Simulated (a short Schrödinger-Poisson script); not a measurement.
Structure: MOS inversion layer, SiO2 on p-type InP, at 300 K.

```
layer  material  thickness (nm)  Na (cm⁻³)
-----  --------  --------------  ---------
1          SiO2             1.7          -
2           InP            2000     5.8e16
```

Constants are typed, rounded textbook-type inputs, not results; the design itself was drawn at random and stands for no fabricated device. SiO2: permittivity 3.9, conduction-band edge (eV) 3.48, gap (eV) 9, electron mass (mₑ) 0.5. InP: permittivity 12.5, conduction-band edge (eV) 0, gap (eV) 1.344, Nv at 300 K (cm⁻³) 1.1e19.

Channel valleys (confinement mass, in-plane density-of-states mass, number): Γ 0.08, 0.08, 1. At the gate the conduction-band edge of layer 1 lies 3.77 eV − eVg above the Fermi level of the channel; the field vanishes at the back. Gaps are held at their typed values at every temperature. Mesh 0.03 nm at interfaces.

Solved with a short Schrödinger-Poisson script written for these runs: 1D Poisson equation in equilibrium, electrons quantum, Hartree (BenDaniel-Duke, 12 states a valley, the channel's in-plane mass for all, wave functions free to enter the dielectric), parabolic valleys, classical holes, full ionisation, no traps, pinning or gate leakage.

Only gate voltages with over 1e8 electrons/cm² are shown.

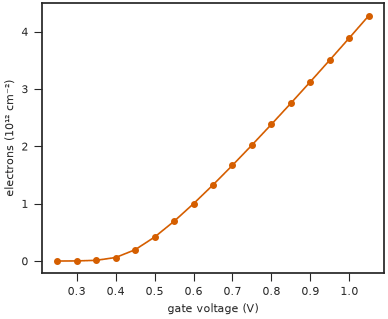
Figure. Sheet density against gate voltage

| Vg (V) | electrons (cm⁻²) | C (μF/cm²) | Γ E0 (meV) | Γ E1 (meV) |
|---|---|---|---|---|
| 0.25 | 3.53e8 | 0.0690 | 203.2 | 278.1 |
| 0.3 | 2.16e9 | 0.0776 | 156.4 | 232.5 |
| 0.35 | 1.27e10 | 0.131 | 110.4 | 187.8 |
| 0.4 | 6.16e10 | 0.327 | 68.8 | 147.6 |
| 0.45 | 1.97e11 | 0.620 | 36.7 | 117.7 |
| 0.5 | 4.18e11 | 0.831 | 14.0 | 97.6 |
| 0.55 | 6.93e11 | 0.955 | -3.3 | 83.3 |
| 0.6 | 1.00e12 | 1.03 | -17.7 | 72.1 |
| 0.65 | 1.33e12 | 1.08 | -30.4 | 62.7 |
| 0.7 | 1.67e12 | 1.12 | -42.1 | 54.3 |
| 0.75 | 2.02e12 | 1.15 | -53.2 | 46.7 |
| 0.8 | 2.38e12 | 1.18 | -63.8 | 39.7 |
| 0.85 | 2.75e12 | 1.20 | -74.1 | 33.1 |
| 0.9 | 3.13e12 | 1.21 | -84.1 | 26.9 |
| 0.95 | 3.51e12 | 1.23 | -94.0 | 21.0 |
| 1 | 3.89e12 | 1.24 | -103.7 | 15.3 |
| 1.05 | 4.28e12 | 1.25 | -113.2 | 10.0 |

Subbands count from the Fermi level.

Above a few 1e12 electrons/cm² a light Γ valley is non-parabolic and upper valleys begin to fill, which the model leaves out.
